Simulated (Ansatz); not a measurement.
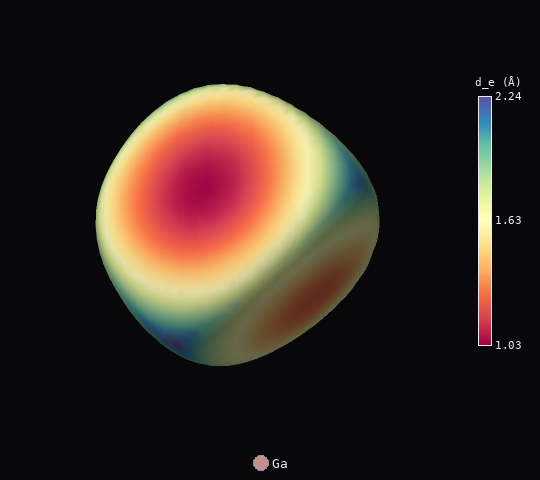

Hirshfeld surface computed for one Ga atom in Ga2PN in space group P-4m2, coloured by d_e.

The surface is where the fragment's share of the procrystal density (the sum of the densities of spherically averaged neutral Hartree-Fock atoms) equals one half. d_i and d_e are the distances from the surface to the nearest nucleus inside and outside.

Source of the atomic positions: coordinates from a relaxation with DFT, PBE, plane waves, PAW in Ansatz; the starting structure was generated, so it need not be a known form of this composition.

Space group P-4m2 (No. 115). a = 3.566 Å, b = 3.566 Å, c = 5.019 Å, α = 90.00°, β = 90.00°, γ = 90.00°
| atom | site | symmetry | x | y | z |
| --- | --- | --- | --- | --- | --- |
| N | 1a | -4m2 | 0.0000 | 0.0000 | 0.0000 |
| Ga | 2g | 2mm. | 0.0000 | 0.5000 | 0.7920 |
| P | 1c | -4m2 | 0.5000 | 0.5000 | 0.5000 |

**What is the shortest distance from the fragment to an atom outside it?**

Ga–N, 2.07 Å.

**How is the surface shared among contacts (nearest atom inside ··· nearest atom outside)?**

Ga···N 57 %, Ga···P 42 %, Ga···Ga 1.5 %. The surface faces 4 neighbours with more than 2 % of its area each: 2 P + 2 N.

**Give the size and shape of the surface.**

It encloses about 10.8 Å³, has an area of about 25 Å² and a globularity of 0.93 (1 for a sphere).
